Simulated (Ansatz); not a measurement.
**PbS: carrier doping**

The reference is PbS in the rock salt structure (space group Fm-3m, No. 225).

```yaml
crystal:
  lattice:
    - [0.00000, 2.98725, 2.98725]
    - [2.98725, 0.00000, 2.98725]
    - [2.98725, 2.98725, 0.00000]
  atoms:
    - { symbol: S, position: [0.00000, 0.00000, 0.00000] }
    - { symbol: Pb, position: [0.50000, 0.50000, 0.50000] }
```

Carriers are added at fixed cell with a uniform background; the Fermi–Dirac width is that of 300 K.

The values are results of Ansatz (a program for electronic structure) r2SCAN, spin-orbit coupling left out, not measurements.

Notes on the quantities. Fermi level from band edge: Fermi level relative to the doped band's edge (positive inside the band; to 0.05 eV).

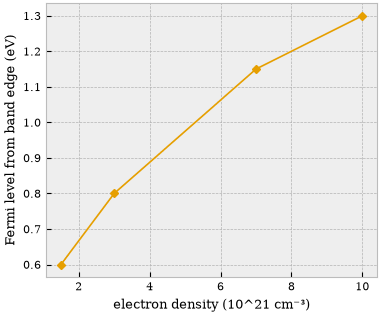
Fig. 1. Fermi level from band edge against electron density

```
electron density (10^21 cm⁻³)  Fermi level from band edge
-----------------------------  --------------------------
1.5                                              +0.60 eV
3                                                +0.80 eV
7                                                +1.15 eV
10                                               +1.30 eV
```

Charged cell with a jellium background: band edges are those of the host's band count, energies are not comparable with the neutral cell, and many-body gap narrowing is missing. Stability against distortions was not tested.
